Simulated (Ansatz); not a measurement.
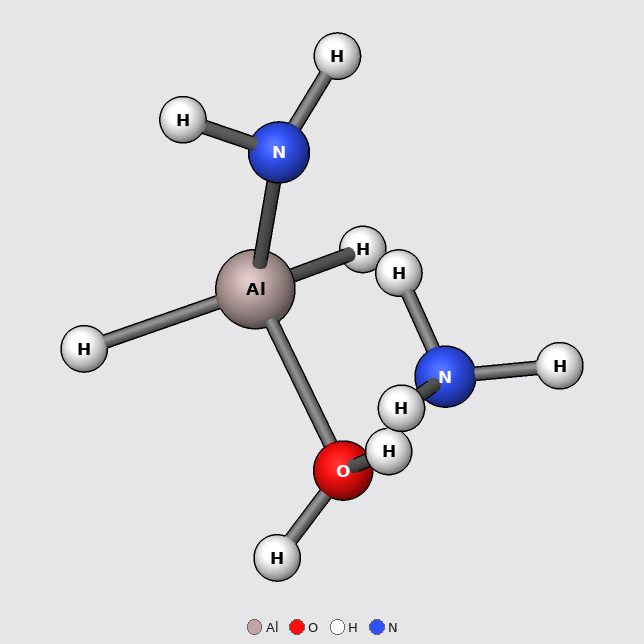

Harmonic vibrations computed with RKS PBE0-D4/def2-TZVP (Ansatz 0.2.0) at a stationary point of the same level.

Q: Is this a minimum or a saddle point?

A: A minimum: no imaginary frequency, and the lowest mode lies at 50 cm⁻¹.

Q: How many vibrational modes are there, and where do they lie?

A: 33 modes: 50, 185, 232, 247, 290, 337, 359, 431, 444, 492, 537, 573, 631, 662, 721, 764, 787, 848, 1170, 1263, 1574, 1620, 1699, 1705, 1833, 1871, 2204, 3165, 3548, 3561, 3629, 3639, 3901 cm⁻¹.
